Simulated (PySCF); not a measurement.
In(Et)(Vi)(NH2), C₄H₁₀InN, SMILES [CH2](C)[In]([CH]=C)[NH2], GFN2-xTB optimised geometry. Atoms within 1.6 Å of the plane z = 0.0 Å (x, y, z in Å): In1 (0.19, -0.48, 0.00), C2 (-0.86, 1.53, 0.00), C3 (0.16, 2.65, -0.12), H4 (-1.41, 1.61, 0.94), H5 (-1.57, 1.56, -0.82), H6 (0.71, 2.58, -1.06), H7 (0.89, 2.60, 0.69), H8 (-0.32, 3.63, -0.08), C9 (-0.72, -2.49, 0.35), C10 (-2.01, -2.66, 0.55), H11 (-0.05, -3.35, 0.36), H12 (-2.46, -3.63, 0.74), H13 (-2.71, -1.83, 0.54), N14 (2.24, -0.48, 0.00), H15 (2.71, 0.30, -0.45), H16 (2.70, -1.32, -0.33).

Method: CAM-B3LYP/def2-TZVP, def2 effective core potentials past Kr run with PySCF 2.14.0. The core electrons that the potentials of In replace are not part of the density. Cells within 0.4 Å of a nucleus heavier than hydrogen are left out (blank, or x).

Map of the Laplacian of the electron density (e/bohr⁵), clipped to [-1.50, 1.50] on the plane z = 0.0 Å:

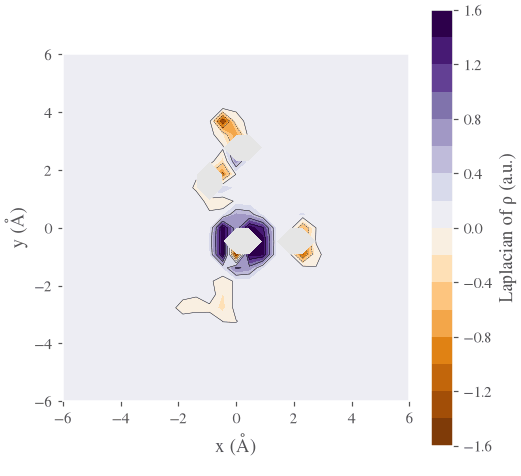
Figure. Laplacian of the electron density (e/bohr⁵), clipped to [-1.50, 1.50] on the plane z = 0.0 Å.
